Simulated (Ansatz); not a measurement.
BH4O4 (charge −1)

Input

```
crystal:
  periodic: [false, false, false]
  atoms:
    - {symbol: B, position_ang: [0.001386, 0.000204, -0.001533]}
    - {symbol: O, position_ang: [0.011375, 0.046087, 1.481167]}
    - {symbol: H, position_ang: [-0.869208, 0.329293, 1.746535]}
    - {symbol: O, position_ang: [1.417098, -0.018850, -0.443262]}
    - {symbol: H, position_ang: [1.886309, 0.592052, 0.133532]}
    - {symbol: O, position_ang: [-0.774645, 1.175530, -0.466184]}
    - {symbol: H, position_ang: [-1.010750, 0.996564, -1.381729]}
    - {symbol: O, position_ang: [-0.648960, -1.202046, -0.576949]}
    - {symbol: H, position_ang: [-0.012594, -1.918844, -0.491568]}
basis:
  gaussian: {orbitals: def2-TZVPD, initial_orbitals: start.molden}
total_charge: -1
hamiltonian: {xc: pbe0, dispersion: d4}
scf: {omitted_lower_state_checks: [starts]}
output: {forces: true, orbitals: {seedname: orbitals}}
```

Launched as:

```sh
ansatz run in.yaml --threads 2 --pin off --events-out ev --progress --plain --max-ram 4352MiB
```

Geometry: r2SCAN-D4/def2-SVPD.

All numbers below come from RKS PBE0-D4/def2-TZVPD in Ansatz.

**What can the converged electron density and electron localisation function tell about the bonding?**

B–O (1.48 Å): the density is about 1.6 e/Å³ at the midpoint; the ELF peaks at about 0.90 between the atoms: a polar covalent bond.

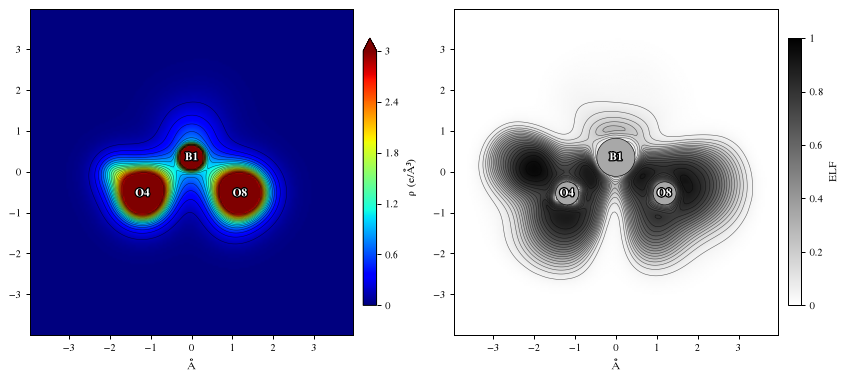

Computed electron density and electron localisation function on the plane of atoms O4, B1 and O8, in this order. Grey discs cover the atomic cores in the ELF map. 
